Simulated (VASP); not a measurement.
Band structure of RhTe (relaxed from the wurtzite structure, space group P6_3mc). All values below come from PBE GGA, VASP's PBE PAW potentials (set 64) (plane waves; VASP).

Unless said otherwise, spin-orbit coupling is left out, though it shifts the bands of the heavy elements here.

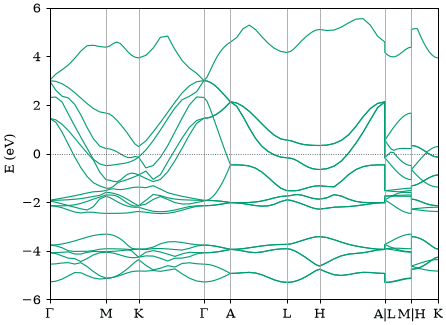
Fig. 1. Bands along high-symmetry lines, zero at the valence-band maximum or, without a gap, the Fermi level

**Question.** Read the plot: is there a gap, and where are the band edges?

**Answer.** It has no gap at this level: it comes out as a metal or semimetal. (Edges off the drawn lines would not show.)

The structure was generated: RhTe was put into the wurtzite type (P6_3mc), which need not be its known phase. It was relaxed first, which changed the volume by -25 %.
